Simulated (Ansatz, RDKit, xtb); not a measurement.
# Isomers of C2H12OSi3, a sample narrowed down

A sample of isomers of C2H12OSi3 is drawn. Aim: find which of them has the lowest free energy at 298.15 K, then its properties. The sample is small against all isomers, and the most stable one of this formula need not be in it.

The funnel: GFN2-xTB relaxations, single points with a density functional, relaxations at B3LYP/def2-SVP, harmonic vibrations (at GFN2-xTB), and a last energy at a higher level. All values are calculated.

### 1 Candidates

Isomers were taken from a list of plausible structures; this is a sample, not all of them. That gives 4 candidates.

```
label                    SMILES     spin
 c304     CO[SiH2][SiH2][SiH2]C  singlet
 c561  CO[Si@@H](C)[SiH2][SiH3]  singlet
 c698   CO[Si](C)([SiH3])[SiH3]  singlet
 c845  CO[Si@@H]([SiH3])[SiH2]C  singlet
```

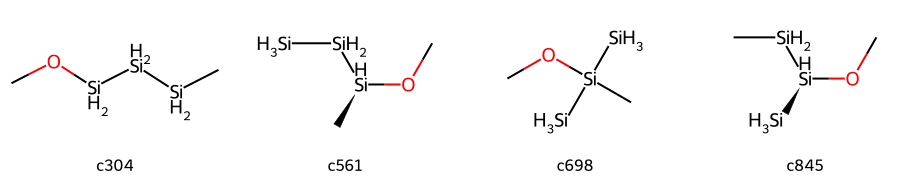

Structural formulas of the candidates.

Candidates are built by distance geometry, with a force field where one applies, in up to four conformers (letters a to d).

### 2 First filter: tight binding

All 14 starts are relaxed the same way. One of them, c304b (taken from a list of positional isomers, embedded by distance geometry and MMFF94), in full:

start.xyz

```xyz
18
c304b
C     -0.364912    -3.411314     1.310704
C     -0.186454     1.406858    -1.930064
O     -0.340101    -2.042605     1.401347
Si     1.072501    -1.184247     1.125156
Si     0.795790     1.045600     1.380833
Si    -0.784130     1.707397    -0.150111
H     -1.335193    -3.831451     1.480545
H     -0.100095    -3.785893     0.279870
H      0.341864    -3.923762     2.041029
H      1.458943    -1.491578    -0.328956
H      2.140546    -1.750096     1.972251
H      2.065655     1.781126     1.116408
H      0.359617     1.387087     2.751287
H     -2.091614     1.018363     0.052188
H     -1.012992     3.173691    -0.002464
H      0.788971     1.864778    -2.105770
H     -0.032923     0.287864    -2.022537
H     -0.902982     1.740488    -2.604862
```

Started as:

```sh
$ xtb start.xyz --gfn 2 --opt
```

The program printed, shortened:

```text
* xtb version 6.7.1
[...]
          :  # basis functions                  54          :
[...]
          :  # electrons                        38          :
[...]
          :  Hamiltonian                  GFN2-xTB          :
[...]
          :  net charge                          0          :
          :  unpaired electrons                  0          :
[...]
   *** convergence criteria satisfied after 14 iterations ***
[...]
   *** GEOMETRY OPTIMIZATION CONVERGED AFTER 45 ITERATIONS ***
[...]
   *** convergence criteria satisfied after 3 iterations ***
[...]
         ::                     SUMMARY                     ::
         :::::::::::::::::::::::::::::::::::::::::::::::::::::
         :: total energy             -19.672592850499 Eh    ::
         :: gradient norm              0.000833544185 Eh/a0 ::
         :: HOMO-LUMO gap              3.929543269531 eV    ::
         ::.................................................::
         :: SCC energy               -19.873058999338 Eh    ::
         :: -> isotropic ES            0.048389675423 Eh    ::
         :: -> anisotropic ES          0.001586327483 Eh    ::
         :: -> anisotropic XC          0.002329379417 Eh    ::
         :: -> dispersion             -0.013407089067 Eh    ::
         :: repulsion energy           0.200466148839 Eh    ::
         :: add. restraining           0.000000000000 Eh    ::
         :: total charge              -0.000000000000 e     ::
         :::::::::::::::::::::::::::::::::::::::::::::::::::::
[...]
        19        2.0000           -0.3499295              -9.5221 (HOMO)
        20                         -0.2055215              -5.5925 (LUMO)
[...]
     #   Z          covCN         q      C6AA      α(0)
     1   6          3.688     0.056    19.817     6.372
     2   6          3.649    -0.199    24.806     7.155
     3   8          1.621    -0.408    21.025     6.189
     4  14          3.611     0.436    99.547    19.154
     5  14          3.716     0.303   102.085    19.346
     6  14          3.644     0.383   100.510    19.225
     7   1          0.924     0.041     2.442     2.444
     8   1          0.924     0.022     2.696     2.568
     9   1          0.924     0.022     2.706     2.572
    10   1          0.915    -0.112     6.014     3.836
    11   1          0.915    -0.109     5.899     3.799
    12   1          0.915    -0.142     7.294     4.224
    13   1          0.915    -0.134     6.945     4.122
    14   1          0.916    -0.107     5.801     3.767
[...]
     #   Z sym  total        # sym  WBO       # sym  WBO       # sym  WBO
 ---------------------------------------------------------------------------
     1   6      3.955 --     3      1.006     9      0.986     8      0.985
                             7      0.981
     2   6      3.974 --    17      0.992    18      0.992    16      0.992
                             6      0.910
     3   8      2.219 --     4      1.117     1      1.006
     4  14      3.835 --     3      1.117    10      0.890    11      0.890
                             5      0.823
     5  14      3.648 --    13      0.897    12      0.897     6      0.840
                             4      0.823
     6  14      3.662 --     2      0.910    14      0.890    15      0.888
                             5      0.840
     7   1      0.998 --     1      0.981
     8   1      0.999 --     1      0.985
[...]
molecular dipole:
                 x           y           z       tot (Debye)
 q only:        0.095       0.053       0.183
   full:       -0.044      -0.608      -0.142       1.590
molecular quadrupole (traceless):
[...]
          | TOTAL ENERGY              -19.672592850499 Eh   |
          | GRADIENT NORM               0.000833544185 Eh/α |
          | HOMO-LUMO GAP               3.929543269531 eV   |
           -------------------------------------------------
[...]
```

Wall time 0.31 s (2 threads of Arm Neoverse V2, shared host).

### 3 The minima found

14 of the 14 relaxations converged. 14 distinct structures remain:

```
label  start              SMILES after     spin  energy (kcal/mol)
c304b  drawn     CO[SiH2][SiH2][SiH2]C  singlet                0.0
c304a  drawn     CO[SiH2][SiH2][SiH2]C  singlet                0.1
c845d  drawn  CO[Si@@H]([SiH3])[SiH2]C  singlet                0.8
c845a  drawn  CO[Si@@H]([SiH3])[SiH2]C  singlet                1.5
c304c  drawn     CO[SiH2][SiH2][SiH2]C  singlet                1.7
c845c  drawn  CO[Si@@H]([SiH3])[SiH2]C  singlet                1.9
c845b  drawn  CO[Si@@H]([SiH3])[SiH2]C  singlet                2.1
c561c  drawn  CO[Si@@H](C)[SiH2][SiH3]  singlet                2.2
c561d  drawn  CO[Si@@H](C)[SiH2][SiH3]  singlet                2.7
c698a  drawn   CO[Si](C)([SiH3])[SiH3]  singlet                3.1
c304d  drawn     CO[SiH2][SiH2][SiH2]C  singlet                3.2
c698b  drawn   CO[Si](C)([SiH3])[SiH3]  singlet                3.2
c561b  drawn  CO[Si@@H](C)[SiH2][SiH3]  singlet                3.2
c561a  drawn  CO[Si@@H](C)[SiH2][SiH3]  singlet                4.1
```

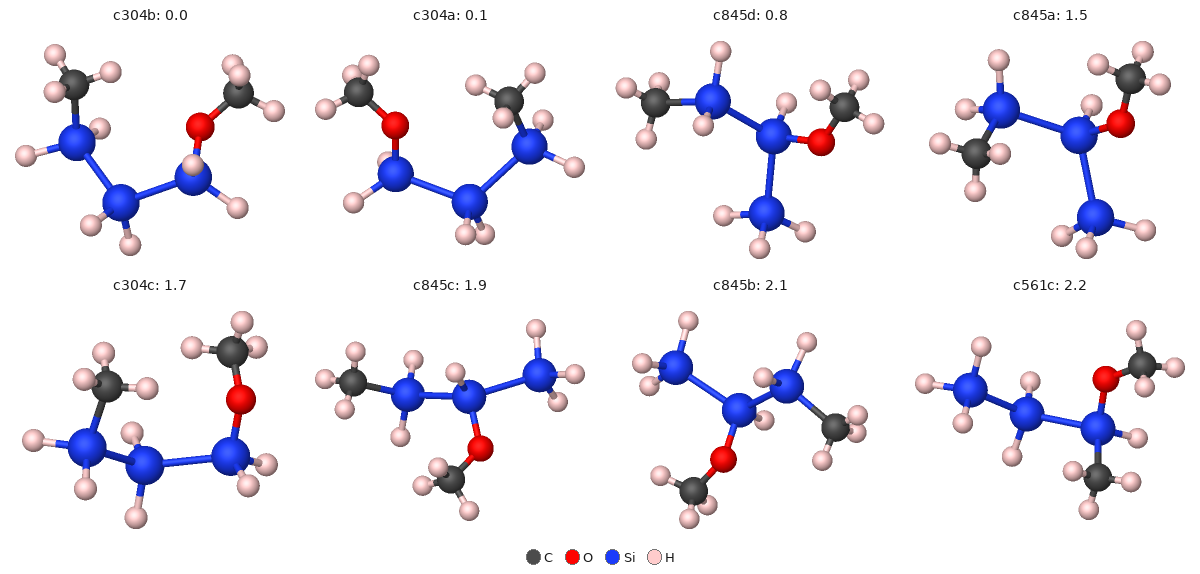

The 8 lowest minima that did not fall apart, with their GFN2-xTB energies in kcal/mol.

### 4 Single points on the low minima

A choice of the minima (the low ones first, few conformers of a pattern, up to a cap) and the lowest that fell apart get a single point at r2SCAN-D4/def2-SVP on the tight-binding geometry, and one at HF/STO-3G for comparison. Some singlets are also tried as triplets at the same geometry (label ending in t). Within 40 kcal/mol but not screened, among others: c304c, c845c, c845b, c304d, c561b, c561a. The first, c304b:

input.yaml

```yaml
crystal:
  periodic: [false, false, false]
  atoms:
    - {symbol: C, position_ang: [-0.367674, -3.011288, 0.619935]}
    - {symbol: C, position_ang: [-0.602210, 0.848365, -1.658183]}
    - {symbol: O, position_ang: [0.031846, -1.697737, 0.841296]}
    - {symbol: Si, position_ang: [1.458621, -1.171839, 1.432025]}
    - {symbol: Si, position_ang: [0.984028, 1.075088, 1.399359]}
    - {symbol: Si, position_ang: [-0.786581, 1.705196, 0.030154]}
    - {symbol: H, position_ang: [-1.405043, -3.002484, 0.281346]}
    - {symbol: H, position_ang: [0.256327, -3.481558, -0.144235]}
    - {symbol: H, position_ang: [-0.294922, -3.600622, 1.537192]}
    - {symbol: H, position_ang: [2.554246, -1.658927, 0.574322]}
    - {symbol: H, position_ang: [1.730556, -1.835190, 2.719666]}
    - {symbol: H, position_ang: [2.223309, 1.784576, 1.027200]}
    - {symbol: H, position_ang: [0.757691, 1.562225, 2.772857]}
    - {symbol: H, position_ang: [-2.097822, 1.324118, 0.579961]}
    - {symbol: H, position_ang: [-0.886940, 3.151613, -0.229124]}
    - {symbol: H, position_ang: [0.313791, 1.153328, -2.157342]}
    - {symbol: H, position_ang: [-0.567067, -0.230136, -1.536326]}
    - {symbol: H, position_ang: [-1.429666, 1.077579, -2.323249]}
basis:
  gaussian: {orbitals: def2-SVP}
hamiltonian: {xc: {name: r2SCAN}, dispersion: d4}
scf: {lower_state_search: off}
output: {orbitals: {seedname: orbitals}}
```

Started as:

```sh
$ ansatz run input.yaml --threads 2 --pin off --max-ram 5220MiB --events-out events.jsonl --progress --plain --runs-dir runs
```

The program printed, shortened:

```text
Warning: RAYON_NUM_THREADS=2 ignored (pool sized by the plan → 2); use --threads N
Functional definition: r2SCAN
  name "r2SCAN"
[...]
1743 factors; their error is unknown
[...]
mean field -27934.83235768 eV, -1026.5861542354 hartree, gradient 8.1e-6 eV, S^2 0.000000; 0 other end points of the search recorded, 0 dependent functions left out
reference -27934.83237171 eV, -1026.5861547509 hartree; 37, 37 occupied and 119, 119 virtual orbitals, 1743 factors
Total energy: -27934.95428202 eV, -1026.5906348723 hartree
Checks for a lower state left out: stability, starts, cluster_reference, orbital_swaps, neighbouring_geometries, increment
```

It took 4.8 s on 2 threads of Arm Neoverse V2, shared host; peak memory 0.21 GiB.

Relative energies in kcal/mol, each column from its lowest structure that stays in one piece:

```
 label                    SMILES     spin  GFN2-xTB  HF/STO-3G  r2SCAN-D4/def2-SVP
 c561d  CO[Si@@H](C)[SiH2][SiH3]  singlet       2.7        0.0                 0.0
 c561c  CO[Si@@H](C)[SiH2][SiH3]  singlet       2.2        1.1                 1.6
 c698b   CO[Si](C)([SiH3])[SiH3]  singlet       3.2        2.2                 2.5
 c304a     CO[SiH2][SiH2][SiH2]C  singlet       0.1        2.9                 3.5
 c698a   CO[Si](C)([SiH3])[SiH3]  singlet       3.1        3.0                 3.8
 c304b     CO[SiH2][SiH2][SiH2]C  singlet       0.0        3.3                 3.8
 c845a  CO[Si@@H]([SiH3])[SiH2]C  singlet       1.5        4.7                 6.3
 c845d  CO[Si@@H]([SiH3])[SiH2]C  singlet       0.8        4.7                 6.4
c698bt   CO[Si](C)([SiH3])[SiH3]  triplet         –          –               112.1
c561dt  CO[Si@@H](C)[SiH2][SiH3]  triplet         –          –               121.9
```

### 5 Relaxing the best candidates

4 candidates are relaxed at B3LYP/def2-SVP (chosen among the lowest in one piece, one conformer a pattern). The first, c561d:

input.yaml

```yaml
crystal:
  periodic: [false, false, false]
  atoms:
    - {symbol: C, position_ang: [0.371831, 1.153428, 1.564216]}
    - {symbol: C, position_ang: [-0.503320, -1.345552, -1.586821]}
    - {symbol: O, position_ang: [0.080664, 0.192362, 0.602234]}
    - {symbol: Si, position_ang: [-0.022369, 0.394658, -1.015375]}
    - {symbol: Si, position_ang: [-1.662302, 1.952504, -1.525956]}
    - {symbol: Si, position_ang: [-3.834476, 1.327749, -1.002216]}
    - {symbol: H, position_ang: [1.425048, 1.444147, 1.512790]}
    - {symbol: H, position_ang: [0.167715, 0.725848, 2.547153]}
    - {symbol: H, position_ang: [-0.240513, 2.049770, 1.427259]}
    - {symbol: H, position_ang: [1.324194, 0.717202, -1.533439]}
    - {symbol: H, position_ang: [-1.466684, -1.647676, -1.186897]}
    - {symbol: H, position_ang: [0.225318, -2.089672, -1.282252]}
    - {symbol: H, position_ang: [-0.571517, -1.372681, -2.669412]}
    - {symbol: H, position_ang: [-1.585496, 2.310312, -2.952852]}
    - {symbol: H, position_ang: [-1.375755, 3.243359, -0.863063]}
    - {symbol: H, position_ang: [-4.013936, 1.091265, 0.434540]}
    - {symbol: H, position_ang: [-4.216463, 0.077705, -1.669329]}
    - {symbol: H, position_ang: [-4.857701, 2.309247, -1.375955]}
basis:
  gaussian: {orbitals: def2-SVP}
hamiltonian: {xc: {name: B3LYP}}
relax: {f_tol: 0.006}
scf: {lower_state_search: "off"}
```

Started as:

```sh
$ ansatz run input.yaml --threads 2 --pin off --max-ram 5220MiB --events-out events.jsonl --progress --plain --runs-dir runs
```

The program printed, shortened:

```text
Warning: RAYON_NUM_THREADS=2 ignored (pool sized by the plan → 2); use --threads N
[...]
Functional definition: B3LYP
  name "B3LYP"
[...]
1644 factors; integrals over basis functions are off by at most 4.6e-4 eV
[...]
mean field -27941.43578280 eV, -1026.8288256326 hartree, gradient 9.2e-6 eV, S^2 0.000000; 0 other end points of the search recorded, 0 dependent functions left out
[...]
reference -27941.43612260 eV, -1026.8288381198 hartree; 37, 37 occupied and 119, 119 virtual orbitals, 1644 factors
relax step   1: F+E_penalty+E_count = -27941.43578280 eV  Δ(F+E_penalty+E_count) = +0.000e0 eV  max|allowed force component| = 1.334e0 eV/Å  Δτ_max = 0.0000 Å  (14 SCF iters, accepted)
[...]
relax step   7: F+E_penalty+E_count = -27941.65436709 eV  Δ(F+E_penalty+E_count) = -1.180e-3 eV  max|allowed force component| = 1.507e-2 eV/Å  Δτ_max = 0.0328 Å  (19 SCF iters, accepted)
[...]
Atom 9 at     1.337890     0.824722    -1.355557 Å, force     0.000032    -0.000144     0.000120 eV/Å
Atom 10 at    -1.344807    -1.722443    -1.582425 Å, force     0.000182     0.000137     0.000172 eV/Å
Atom 11 at     0.394201    -2.084103    -1.416359 Å, force    -0.000046    -0.000020    -0.000232 eV/Å
Atom 12 at    -0.215086    -1.292423    -2.897345 Å, force    -0.000283    -0.000161     0.000128 eV/Å
Atom 13 at    -1.798983     1.852253    -3.213944 Å, force    -0.000419     0.000041     0.000748 eV/Å
Atom 14 at    -1.240395     3.308924    -1.374203 Å, force    -0.000209    -0.000253    -0.000125 eV/Å
Atom 15 at    -3.655400     1.672969     0.753855 Å, force     0.000195    -0.000084    -0.000535 eV/Å
Atom 16 at    -4.151217     0.059054    -0.981611 Å, force     0.000331     0.000467     0.000044 eV/Å
Atom 17 at    -4.805974     2.375209    -1.259198 Å, force    -0.000188    -0.000145     0.000115 eV/Å
Dipole moment:     0.133686     0.011320     0.028669 e Å
Checks for a lower state left out: stability, starts, cluster_reference, orbital_swaps, neighbouring_geometries, increment
```

Run time: 2 min. Hardware: 2 threads of Arm Neoverse V2, shared host; peak memory 0.42 GiB.

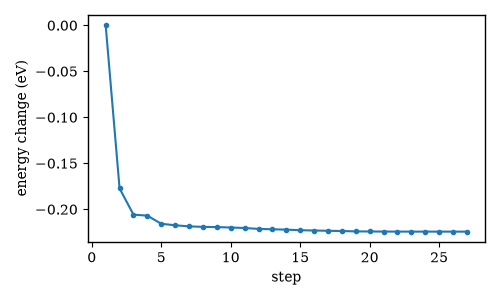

Energy along the run, all evaluated steps.

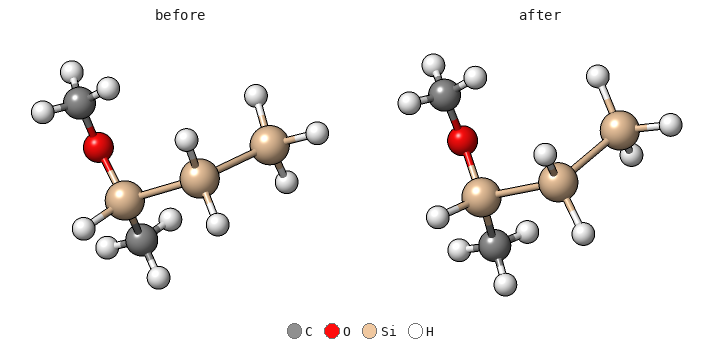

Before and after, at one scale.

After the run. Some bond lengths: C1–O3 1.408 Å, C2–Si4 1.876 Å, O3–Si4 1.678 Å, Si4–Si5 2.373 Å, Si5–Si6 2.359 Å, C1–H7 1.107 Å, C1–H8 1.102 Å, C1–H9 1.107 Å, Si4–H10 1.501 Å, C2–H11 1.101 Å, C2–H12 1.102 Å, C2–H13 1.102 Å, Si5–H14 1.498 Å, Si5–H15 1.498 Å, Si6–H16 1.494 Å, Si6–H17 1.494 Å. Some angles: C1–O3–Si4 125.8°, C2–Si4–O3 106.5°, C2–Si4–Si5 111.4°, O3–Si4–Si5 109.7°, Si4–Si5–Si6 110.6°, O3–C1–H7 112.1°, O3–C1–H8 108.7°, O3–C1–H9 112.2°, C2–Si4–H10 110.2°, O3–Si4–H10 109.5°.

### 6 After refinement

| label | spin | r2SCAN-D4/def2-SVP (kcal/mol) | B3LYP/def2-SVP, relaxed (kcal/mol) | time |
| --- | --- | --- | --- | --- |
| c561d | singlet | 0.0 | 0.0 | 2 min |
| c304a | singlet | 3.5 | 1.0 | 95 s |
| c698b | singlet | 2.5 | 2.6 | 51 s |
| c845a | singlet | 6.3 | 4.2 | 89 s |

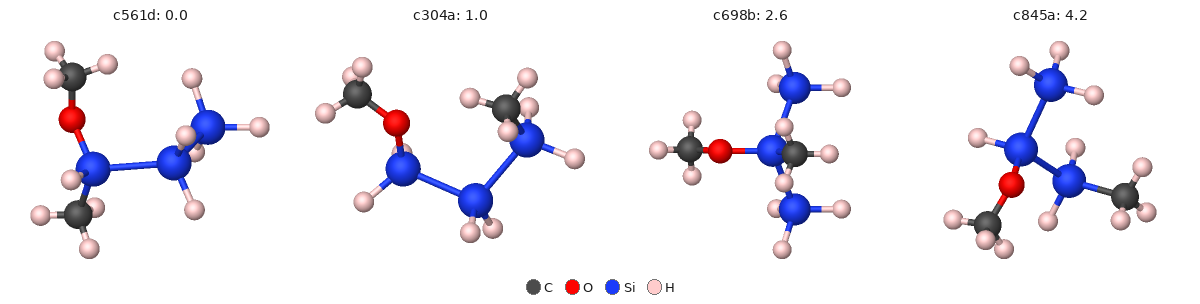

The relaxed structures, with energies at B3LYP/def2-SVP in kcal/mol.

### 7 Harmonic analysis of the finalists

The lowest few go on as finalists. In this search the thermal terms come from GFN2-xTB at its own nearest minimum. The first, c561d:

start.xyz

```xyz
18
c561d
C      0.107036     1.071732     1.628077
C     -0.331877    -1.350702    -1.802966
O     -0.154346     0.100170     0.643734
Si    -0.035990     0.326003    -1.014379
Si    -1.651442     1.912145    -1.724475
Si    -3.742340     1.472885    -0.723989
H      1.137830     1.468871     1.557834
H     -0.012791     0.610560     2.621410
H     -0.592071     1.928146     1.566166
H      1.337890     0.824722    -1.355557
H     -1.344807    -1.722443    -1.582425
H      0.394201    -2.084103    -1.416359
H     -0.215086    -1.292423    -2.897345
H     -1.798983     1.852253    -3.213944
H     -1.240395     3.308924    -1.374203
H     -3.655400     1.672969     0.753855
H     -4.151217     0.059054    -0.981611
H     -4.805974     2.375209    -1.259198
```

Started as:

```sh
$ xtb start.xyz --gfn 2 --ohess tight
```

The program printed, shortened:

```text
* xtb version 6.7.1
[...]
          :  # basis functions                  54          :
[...]
          :  # electrons                        38          :
[...]
          :  Hamiltonian                  GFN2-xTB          :
[...]
          :  net charge                          0          :
          :  unpaired electrons                  0          :
[...]
   *** convergence criteria satisfied after 14 iterations ***
[...]
   *** GEOMETRY OPTIMIZATION CONVERGED AFTER 15 ITERATIONS ***
[...]
   *** convergence criteria satisfied after 3 iterations ***
[...]
         ::                     SUMMARY                     ::
         :::::::::::::::::::::::::::::::::::::::::::::::::::::
         :: total energy             -19.668486633369 Eh    ::
         :: gradient norm              0.000155086583 Eh/a0 ::
         :: HOMO-LUMO gap              3.876991834186 eV    ::
         ::.................................................::
         :: SCC energy               -19.869454885964 Eh    ::
         :: -> isotropic ES            0.047094281322 Eh    ::
         :: -> anisotropic ES          0.003553724536 Eh    ::
         :: -> anisotropic XC          0.004481329673 Eh    ::
         :: -> dispersion             -0.013483652605 Eh    ::
         :: repulsion energy           0.200968252594 Eh    ::
         :: add. restraining           0.000000000000 Eh    ::
         :: total charge               0.000000000000 e     ::
         :::::::::::::::::::::::::::::::::::::::::::::::::::::
[...]
        19        2.0000           -0.3514595              -9.5637 (HOMO)
        20                         -0.2089827              -5.6867 (LUMO)
[...]
molecular dipole:
                 x           y           z       tot (Debye)
 q only:        0.061       0.530      -0.018
   full:        0.226       0.207       0.163       0.882
molecular quadrupole (traceless):
[...]
          | TOTAL ENERGY              -19.668486633369 Eh   |
          | TOTAL ENTHALPY            -19.528631853543 Eh   |
          | TOTAL FREE ENERGY         -19.581279326763 Eh   |
          | GRADIENT NORM               0.000155114784 Eh/α |
[...]
```

It took 0.52 s on 2 threads of Arm Neoverse V2, shared host.

### 8 Zero-point energy and free-energy terms

As xtb prints them, at 298.15 K, with its own treatment of low modes:

```csv
label,SMILES,spin,lowest mode (cm⁻¹),zero-point (kcal/mol),G − E (kcal/mol)
c561d,CO[Si@@H](C)[SiH2][SiH3],singlet,18,79.2,54.7
c304a,CO[SiH2][SiH2][SiH2]C,singlet,12,79.4,55.3
c698b,CO[Si](C)([SiH3])[SiH3],singlet,34,78.9,54.1
c845a,CO[Si@@H]([SiH3])[SiH2]C,singlet,15,79.1,54.6
```

### 9 Last filter: a higher level

Each finalist gets a single point at CCSD(T)/def2-SVP + MP2/def2-TZVPP - MP2/def2-SVP.

c561d, CCSD(T)/def2-SVP:

input.yaml

```yaml
crystal:
  periodic: [false, false, false]
  atoms:
    - {symbol: C, position_ang: [0.107036, 1.071732, 1.628077]}
    - {symbol: C, position_ang: [-0.331877, -1.350702, -1.802966]}
    - {symbol: O, position_ang: [-0.154346, 0.100170, 0.643734]}
    - {symbol: Si, position_ang: [-0.035990, 0.326003, -1.014379]}
    - {symbol: Si, position_ang: [-1.651442, 1.912145, -1.724475]}
    - {symbol: Si, position_ang: [-3.742340, 1.472885, -0.723989]}
    - {symbol: H, position_ang: [1.137830, 1.468871, 1.557834]}
    - {symbol: H, position_ang: [-0.012791, 0.610560, 2.621410]}
    - {symbol: H, position_ang: [-0.592071, 1.928146, 1.566166]}
    - {symbol: H, position_ang: [1.337890, 0.824722, -1.355557]}
    - {symbol: H, position_ang: [-1.344807, -1.722443, -1.582425]}
    - {symbol: H, position_ang: [0.394201, -2.084103, -1.416359]}
    - {symbol: H, position_ang: [-0.215086, -1.292423, -2.897345]}
    - {symbol: H, position_ang: [-1.798983, 1.852253, -3.213944]}
    - {symbol: H, position_ang: [-1.240395, 3.308924, -1.374203]}
    - {symbol: H, position_ang: [-3.655400, 1.672969, 0.753855]}
    - {symbol: H, position_ang: [-4.151217, 0.059054, -0.981611]}
    - {symbol: H, position_ang: [-4.805974, 2.375209, -1.259198]}
basis:
  gaussian: {orbitals: def2-SVP}
correlation: {method: ccsd_t, frozen_orbitals: {C: 1, Si: 5, H: 0, O: 1}}
```

Started as:

```sh
$ ansatz run input.yaml --threads 2 --pin off --max-ram 5220MiB --events-out events.jsonl --progress --plain --runs-dir runs
```

The program printed, shortened:

```text
Warning: RAYON_NUM_THREADS=2 ignored (pool sized by the plan → 2); use --threads N
Functional definition: HF
  name "HF"
[...]
1548 factors; integrals over basis functions are off by at most 1.2e-3 eV
[...]
mean field -27865.13456801 eV, -1024.0248077076 hartree, gradient 8.3e-7 eV, S^2 0.000000; 0 other end points of the search recorded, 0 dependent functions left out
18 core orbitals not correlated: weight in the atoms' cores, before any rotation towards them, 1.000 or more for the frozen orbitals, at most 0.000 for the correlated occupied ones
reference -27865.13456801 eV, -1024.0248077076 hartree; 19, 19 occupied and 119, 119 virtual orbitals, 1548 factors
second order -21.05516933 eV of doubles, -0.00000000 eV of singles
cycle   1  -22.75612834 eV  change    -1.7e0 eV  update   1.2e-1
[...]
cycle   9  -23.60831382 eV  change   -1.2e-5 eV  update   2.0e-5
perturbative correction -0.64042694 eV, -0.0235352559 hartree
Total energy: -27889.38330876 eV, -1024.9159324939 hartree
```

It took 55 s on 2 threads of Arm Neoverse V2, shared host; peak memory 1.3 GiB.

(Part 1 of 2 ends here.)
